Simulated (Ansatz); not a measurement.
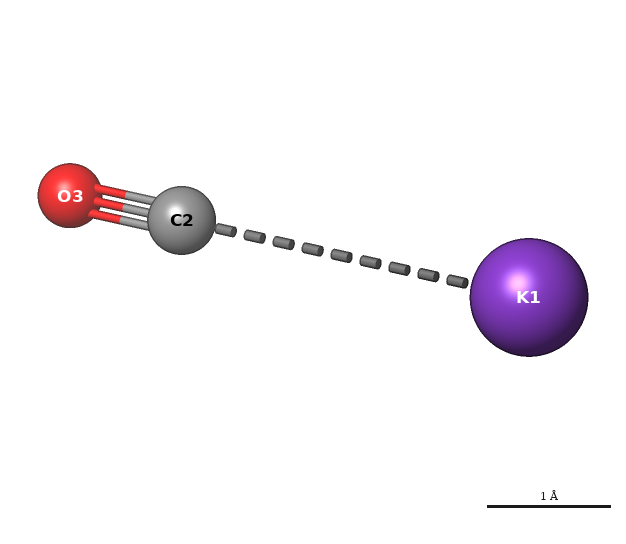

Two molecules or ions; the broken line marks their closest contact (measured against van der Waals radii). Charge +1, singlet. Geometry: a pair of rigid molecules at a changed separation. Program: Ansatz 0.2.0.

Question: Which two species are they?

Answer: K and CO (`[C-]#[O+].[K+]`).

Question: How long is the contact?

Answer: K1···C2 is 3.48 Å.

Give the counterpoise-corrected interaction energy (kJ/mol, monomers kept as in the pair) with RHF-CCSD(T) (frozen core)/def2-TZVPPD; ωB97M-V/def2-TZVPPD.

```json
{"level": "RHF-CCSD(T) (frozen core)/def2-TZVPPD", "interaction energy (kJ/mol)": "−23.1"}
{"level": "ωB97M-V/def2-TZVPPD", "interaction energy (kJ/mol)": "−22.5"}
```
